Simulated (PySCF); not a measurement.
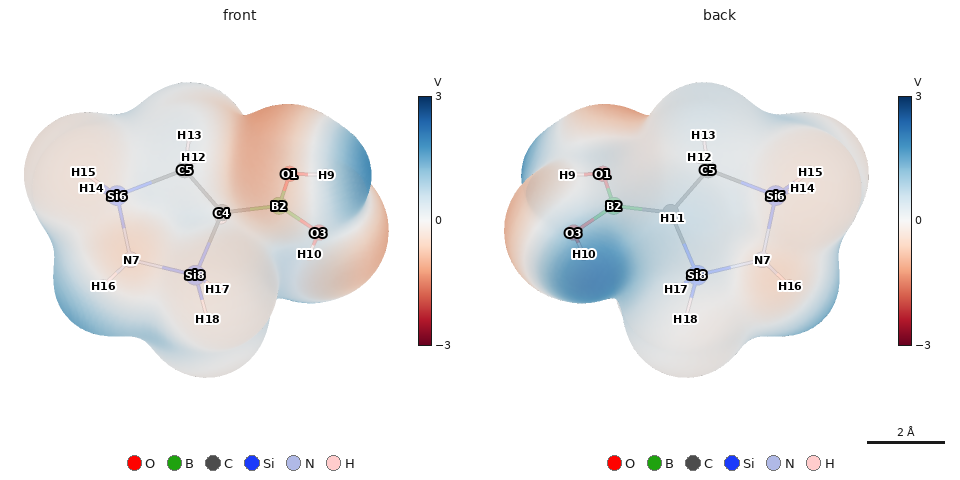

C$_{2}$H$_{10}$BNO$_{2}$Si$_{2}$. The molecular electrostatic potential painted on the density surface at 0.001 e/bohr³, seen from the front and from behind; red is negative and blue positive.

Geometry: PBE0-D3(BJ)/def2-SVP.

Theory: PBE0/pcSseg-1, SCF density, gas phase, non-relativistic in PySCF 2.14.0.

```xyz
18

O     2.2724   -1.3987   -0.4831
B     1.8826   -0.1001   -0.5882
O     2.6513    0.7283   -1.3628
C     0.5542    0.3690    0.1093
C     0.0330   -0.5423    1.2445
Si   -1.8200   -0.2496    1.4714
N    -2.2144    0.2276   -0.1631
Si   -0.8331    0.5021   -1.1850
H     3.0681   -1.5652   -1.0008
H     2.3289    1.6332   -1.3896
H     0.6718    1.4061    0.4765
H     0.1794   -1.5980    0.9604
H     0.6082   -0.3955    2.1729
H    -2.1222    0.8217    2.4788
H    -2.5707   -1.4712    1.9046
H    -3.1681    0.3049   -0.4977
H    -0.6979   -0.5096   -2.2832
H    -0.8379    1.8472   -1.8496
```

Where is the surface potential most negative and most positive?

Answer. The most negative region (about −1.1 V) lies over O1, the most positive (about +2.1 V) over H10. O1 is the likeliest acceptor of a hydrogen bond.
